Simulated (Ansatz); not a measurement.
# Li+ with H₂O: superposition error and deformation, part 2 of 2

Ansatz 0.2.0, Gaussian basis. Earlier steps stand in the parts before.

### 12 wB97X-V/def2-TZVPPD

Contents of free-b/in.yaml:

```yaml
crystal:
  periodic: [false, false, false]
  atoms:
    - {symbol: O, position_ang: [-0.000058, 0.008249, 0.164254]}
    - {symbol: H, position_ang: [0.163455, 0.780517, 0.709831]}
    - {symbol: H, position_ang: [-0.164850, -0.704917, 0.784765]}
basis:
  gaussian: {orbitals: "def2-TZVPPD.json"}
hamiltonian: {xc: {name: wB97X-V}}
```

Command:

```bash
$ ansatz run in.yaml --threads 2 --pin off --events-out ev --progress --plain --max-ram 5222MiB
```

What it wrote, cut to the lines that bear on the results:

```text
Functional definition: wB97X-V
  name "wB97X-V"
  cite "Mardirossian & Head-Gordon, Phys. Chem. Chem. Phys. 16, 9904 (2014) doi:10.1039/C3CP54374A"
  cite "Becke, J. Chem. Phys. 107, 8554 (1997) doi:10.1063/1.475007"
  cite "Vydrov & Van Voorhis, J. Chem. Phys. 133, 244103 (2010) doi:10.1063/1.3521275"
[...]
      + integral(e_c_pw_opposite_spin*poly(b97_u_opposite, cos0, cos1)) + vv10(b, c)
302 factors; their error is unknown
104 factors; integrals over basis functions are off by at most 2.9e-5 eV
[...]
mean field -2079.95993750 eV, -76.4371178556 hartree, gradient 3.9e-5 eV, S^2 0.000000; 0 other end points of the search recorded, 0 dependent functions left out
reference -2079.95993558 eV, -76.4371177853 hartree; 5, 5 occupied and 69, 69 virtual orbitals, 302 factors
Total energy: -2079.95993558 eV, -76.4371177853 hartree
```

It took 0.5 s on 2 threads of Intel Xeon 6975P-C, shared host.

### 13 wB97M-V/def2-TZVPPD

Changes to free-b/in.yaml since step 12:

```diff
@@ -8,2 +8,2 @@
   gaussian: {orbitals: "def2-TZVPPD.json"}
-hamiltonian: {xc: {name: wB97X-V}}
+hamiltonian: {xc: {name: wB97M-V}}
```

Command:

```bash
$ ansatz run in.yaml --threads 2 --pin off --events-out ev --progress --plain --max-ram 5222MiB
```

What it wrote, cut to the lines that bear on the results:

```text
[... 5 set-up lines as earlier in the session ...]
  # Of w^i u^j: cxij and so on, Table III.
[...]
  gx(w, u) = 1 - cx + cx01*u + cx10*w
  gss(w, u) = css00 + css04*u^4 + css10*w + css20*w^2 + css43*w^4*u^3
  gos(w, u) = cos00 + cos10*w + (cos20 + cos21*u)*w^2 + (cos60 + cos61*u)*w^6
[...]
      + integral(e_c_pw_mod_opposite_spin*gos(b97_w_opposite, b97_u_opposite)) + vv10(b, c)
302 factors; their error is unknown
104 factors; integrals over basis functions are off by at most 2.9e-5 eV
[...]
mean field -2079.94006832 eV, -76.4363876767 hartree, gradient 2.3e-5 eV, S^2 0.000000; 0 other end points of the search recorded, 0 dependent functions left out
reference -2079.94011558 eV, -76.4363894135 hartree; 5, 5 occupied and 69, 69 virtual orbitals, 302 factors
Total energy: -2079.94011558 eV, -76.4363894135 hartree
```

Run time: 0.55 s. Hardware: 2 threads of Intel Xeon 6975P-C, shared host.

### 14 B2PLYP/def2-TZVPPD

Changes to free-b/in.yaml since step 13:

```diff
@@ -8,2 +8,2 @@
   gaussian: {orbitals: "def2-TZVPPD.json"}
-hamiltonian: {xc: {name: wB97M-V}}
+hamiltonian: {xc: {name: B2PLYP}}
```

Command:

```bash
$ ansatz run in.yaml --threads 2 --pin off --events-out ev --progress --plain --max-ram 5222MiB
```

What it wrote, cut to the lines that bear on the results:

```text
[... 5 set-up lines as earlier in the session ...]
[...]
427 factors; integrals over basis functions are off by at most 1.1e-3 eV
[...]
mean field -2077.09565530 eV, -76.3318574262 hartree, gradient 5.6e-6 eV, S^2 0.000000; 0 other end points of the search recorded, 0 dependent functions left out
1 core orbitals not correlated: weight in the atoms' cores, before any rotation towards them, 1.000 or more for the frozen orbitals, at most 0.000 for the correlated occupied ones
reference -2077.09577138 eV, -76.3318616922 hartree; 4, 4 occupied and 69, 69 virtual orbitals, 427 factors
second order -8.52529765 eV of doubles, -0.00000000 eV of singles
Total energy: -2079.39760175 eV, -76.4164523979 hartree
```

It took 0.3 s on 2 threads of Intel Xeon 6975P-C, shared host.

### 15 BLYP-D4/def2-TZVPPD

Changes to free-b/in.yaml since step 14:

```diff
@@ -8,2 +8,2 @@
   gaussian: {orbitals: "def2-TZVPPD.json"}
-hamiltonian: {xc: {name: B2PLYP}}
+hamiltonian: {xc: {name: BLYP}, dispersion: d4}
```

Command:

```bash
$ ansatz run in.yaml --threads 2 --pin off --events-out ev --progress --plain --max-ram 5222MiB
```

What it wrote, cut to the lines that bear on the results:

```text
Functional definition: BLYP
  name "BLYP"
[... 2 set-up lines as earlier in the session ...]
  parameter beta = 0.0042
  parameter a = 0.04918
  parameter b = 0.132
  parameter c = 0.2533
  parameter d = 0.349
  exchange = b88_x(beta = beta)
  correlation = lyp_c(a = a, b = b, c = c, d = d)
302 factors; their error is unknown
mean field evaluation 1: about -2074.1602 eV, gradient 6.3e1 eV
mean field evaluation 2: about -2037.8798 eV, gradient 1.4e2 eV
mean field evaluation 4: about -2080.3743 eV, gradient 1.2e0 eV
mean field evaluation 8: about -2080.3740 eV, gradient 1.9e-2 eV
mean field -2080.37400919 eV, -76.4523347096 hartree, gradient 1.5e-5 eV, S^2 0.000000; 0 other end points of the search recorded, 0 dependent functions left out
reference -2080.37426257 eV, -76.4523440213 hartree; 5, 5 occupied and 69, 69 virtual orbitals, 302 factors
Total energy: -2080.38710498 eV, -76.4528159710 hartree
```

It took 0.2 s on 2 threads of Intel Xeon 6975P-C, shared host.

### 16 revPBE-D4/def2-TZVPPD

Changes to free-b/in.yaml since step 15:

```diff
@@ -8,2 +8,2 @@
   gaussian: {orbitals: "def2-TZVPPD.json"}
-hamiltonian: {xc: {name: BLYP}, dispersion: d4}
+hamiltonian: {xc: {name: revPBE}, dispersion: d4}
```

Command:

```bash
$ ansatz run in.yaml --threads 2 --pin off --events-out ev --progress --plain --max-ram 5222MiB
```

What it wrote, cut to the lines that bear on the results:

```text
Functional definition: revPBE
  name "revPBE"
  cite "Zhang & Yang, Phys. Rev. Lett. 80, 890 (1998) doi:10.1103/PhysRevLett.80.890"
[... 1 set-up line as earlier in the session ...]
  parameter kappa = 1.245
[... 3 set-up lines as earlier in the session ...]
302 factors; their error is unknown
mean field evaluation 1: about -2074.6567 eV, gradient 5.9e1 eV
mean field evaluation 2: about -2045.4933 eV, gradient 1.3e2 eV
mean field evaluation 4: about -2080.1396 eV, gradient 1.1e0 eV
mean field evaluation 8: about -2080.1388 eV, gradient 2.0e-2 eV
mean field -2080.13883883 eV, -76.4436923581 hartree, gradient 1.3e-5 eV, S^2 0.000000; 0 other end points of the search recorded, 0 dependent functions left out
reference -2080.13888812 eV, -76.4436941697 hartree; 5, 5 occupied and 69, 69 virtual orbitals, 302 factors
Total energy: -2080.16466685 eV, -76.4446415206 hartree
```

Run time: 0.2 s. Hardware: 2 threads of Intel Xeon 6975P-C, shared host.

### 17 B97M-V/def2-TZVPPD

Changes to free-b/in.yaml since step 16:

```diff
@@ -8,2 +8,2 @@
   gaussian: {orbitals: "def2-TZVPPD.json"}
-hamiltonian: {xc: {name: revPBE}, dispersion: d4}
+hamiltonian: {xc: {name: B97M-V}}
```

Command:

```bash
$ ansatz run in.yaml --threads 2 --pin off --events-out ev --progress --plain --max-ram 5222MiB
```

What it wrote, cut to the lines that bear on the results:

```text
[... 5 set-up lines as earlier in the session ...]
  # Of w^i u^j: cxij and so on, Table III.
[...]
  gx(w, u) = cx00 + cx01*u + cx02*u^2 + (cx10 + cx11*u)*w
  gss(w, u) = css00 + css02*u^2 + css10*w + (css32*w^3 + css42*w^4)*u^2
  gos(w, u) = cos00 + cos01*u + cos03*u^3 + cos10*w + cos32*w^3*u^2
[...]
      + integral(e_c_pw_mod_opposite_spin*gos(b97_w_opposite, b97_u_opposite)) + vv10(b, c)
302 factors; their error is unknown
[...]
mean field -2080.01555798 eV, -76.4391618704 hartree, gradient 6.6e-5 eV, S^2 0.000000; 0 other end points of the search recorded, 0 dependent functions left out
reference -2080.01561568 eV, -76.4391639910 hartree; 5, 5 occupied and 69, 69 virtual orbitals, 302 factors
Total energy: -2080.01561568 eV, -76.4391639910 hartree
```

Run time: 0.45 s. Hardware: 2 threads of Intel Xeon 6975P-C, shared host.

### 18 HSE06-D4/def2-TZVPPD

Changes to free-b/in.yaml since step 17:

```diff
@@ -8,2 +8,2 @@
   gaussian: {orbitals: "def2-TZVPPD.json"}
-hamiltonian: {xc: {name: B97M-V}}
+hamiltonian: {xc: hse06, dispersion: d4}
```

Command:

```bash
$ ansatz run in.yaml --threads 2 --pin off --events-out ev --progress --plain --max-ram 5222MiB
```

What it wrote, cut to the lines that bear on the results:

```text
Functional definition: HSE06
  name "HSE06"
  cite "Heyd, Scuseria & Ernzerhof, J. Chem. Phys. 118, 8207 (2003) doi:10.1063/1.1564060"
  cite "Krukau, Vydrov, Izmaylov & Scuseria, J. Chem. Phys. 125, 224106 (2006) doi:10.1063/1.2404663"
  cite "Heyd & Scuseria, J. Chem. Phys. 120, 7274 (2004) doi:10.1063/1.1668634"
  cite "Ernzerhof & Perdew, J. Chem. Phys. 109, 3313 (1998) doi:10.1063/1.476928"
[... 2 set-up lines as earlier in the session ...]
[...]
  # The whole range is PBE's own exchange, as in plane waves. The composition of these papers is wPBEh.
[...]
302 factors; their error is unknown
34 factors; integrals over basis functions are off by at most 5.2e-5 eV
[...]
mean field -2078.39960114 eV, -76.3797765522 hartree, gradient 6.9e-6 eV, S^2 0.000000; 0 other end points of the search recorded, 0 dependent functions left out
reference -2078.39964034 eV, -76.3797779926 hartree; 5, 5 occupied and 69, 69 virtual orbitals, 302 factors
Total energy: -2078.40346564 eV, -76.3799185696 hartree
```

Run time: 0.25 s. Hardware: 2 threads of Intel Xeon 6975P-C, shared host.

### 19 CCSD(T)/def2-TZVPPD

Changes to free-b/in.yaml since step 18:

```diff
@@ -8,2 +8,2 @@
   gaussian: {orbitals: "def2-TZVPPD.json"}
-hamiltonian: {xc: hse06, dispersion: d4}
+correlation: {method: ccsd_t}
```

Command:

```bash
$ ansatz run in.yaml --threads 2 --pin off --events-out ev --progress --plain --max-ram 5222MiB
```

What it wrote, cut to the lines that bear on the results:

```text
[... 4 set-up lines as earlier in the session ...]
[...]
427 factors; integrals over basis functions are off by at most 1.1e-3 eV
[...]
mean field -2069.79992778 eV, -76.0637443852 hartree, gradient 1.2e-6 eV, S^2 0.000000; 0 other end points of the search recorded, 0 dependent functions left out
1 core orbitals not correlated: weight in the atoms' cores, before any rotation towards them, 1.000 or more for the frozen orbitals, at most 0.000 for the correlated occupied ones
reference -2069.79992778 eV, -76.0637443852 hartree; 4, 4 occupied and 69, 69 virtual orbitals, 427 factors
second order -7.16979349 eV of doubles, -0.00000000 eV of singles
cycle   1  -7.15171880 eV  change    1.8e-2 eV  update   4.7e-2
[...]
cycle   9  -7.31592207 eV  change    1.6e-6 eV  update   2.9e-6
perturbative correction -0.21983030 eV, -0.0080786146 hartree
Total energy: -2077.33568016 eV, -76.3406781771 hartree
```

It took 0.45 s on 2 threads of Intel Xeon 6975P-C, shared host.

### 20 The split

```tsv
method	interaction with counterpoise (kcal/mol)	without	superposition error	deformation	binding energy
PBE-D4	-34.28	-34.32	0.04	-0.06	-34.34
revPBE-D4	-33.26	-33.31	0.05	-0.06	-33.32
BLYP-D4	-34.48	-34.53	0.04	-0.09	-34.57
r2SCAN-D4	-33.26	-33.28	0.02	0.04	-33.22
B97M-V	-33.77	-33.79	0.02	0.10	-33.66
PBE0-D4	-35.11	-35.14	0.03	0.06	-35.05
B3LYP-D4	-35.44	-35.47	0.03	0.02	-35.42
HSE06-D4	-35.10	-35.13	0.03	0.06	-35.04
wB97X-V	-34.46	-34.50	0.04	0.04	-34.43
wB97M-V	-34.57	-34.62	0.05	0.05	-34.53
B2PLYP	-34.76	-34.86	0.11	0.04	-34.71
Hartree-Fock	-35.35	-35.36	0.01	0.27	-35.08
MP2	-33.10	-33.37	0.27	0.06	-33.04
CCSD	-33.48	-33.77	0.28	0.08	-33.40
CCSD(T)	-33.13	-33.43	0.31	0.06	-33.07
```

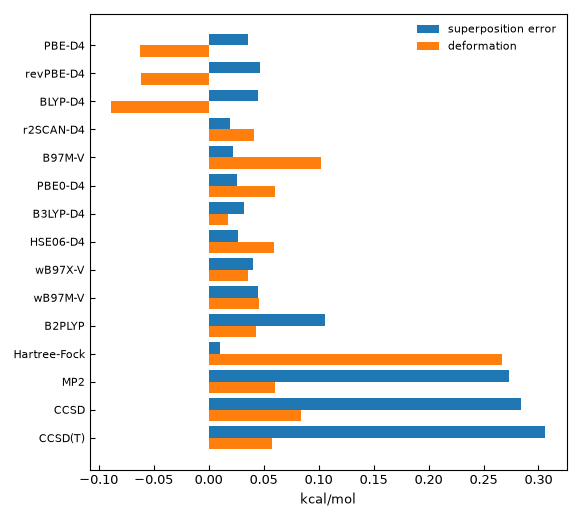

Superposition error and deformation energy by method.

### 21 Outcome

What follows sums up all 2 parts.

| quantity | value |
| --- | --- |
| interaction, CCSD(T) | -33.13 kcal/mol |
| superposition error | 0.31 kcal/mol |
| deformation | 0.06 kcal/mol |
| binding energy | -33.07 kcal/mol |

In this basis the superposition error is 0.31 kcal/mol for CCSD(T) and 0.03 kcal/mol on average for the plain functionals: correlated methods borrow far more, since they need many more functions to converge. Deformation takes back 0 % of the interaction. The free shapes are PBE0-D4 minima, so other methods can show a small negative deformation energy.
